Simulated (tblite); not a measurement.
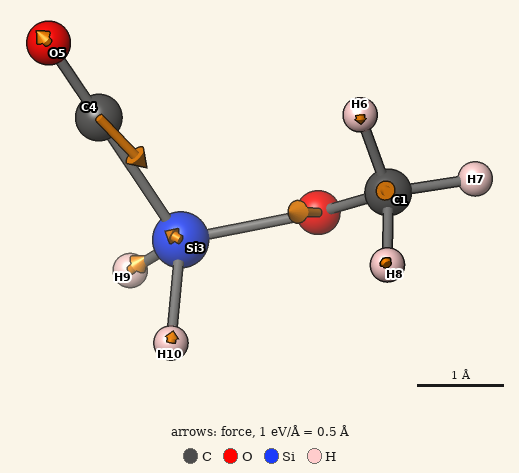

Starting geometry of C2H5O2Si (multiplicity 2) with the computed forces as orange arrows. Style: ball-and-stick. Shown at a tilt.

These are results of GFN2-xTB geometry optimisation, gas phase (tblite 0.8.0), not measurements. 

### Is this structure relaxed? If not, where do the atoms go?

It isn't relaxed: the largest force vector, on a C atom, is 1.84 eV/Å. The final displacements have little in common with the starting forces (cosine between the two patterns 0.26). An O atom moves most after the best rigid fit: 0.32 Å. By element the largest moves are O 0.32 Å, C 0.28 Å, H 0.25 Å, Si 0.10 Å. Some distances before and after: O–Si 1.663 → 1.618 Å, H–Si 1.490 → 1.452 Å, C–O 1.432 → 1.396 Å, C–H 1.098 → 1.093 Å. Bond angles that change, for instance: Si–C–O 178.1° → 140.0°, C–O–Si 118.0° → 131.5°, H–Si–H 106.3° → 115.1°. Over 50 geometry steps the energy falls by 33.9 kJ/mol.
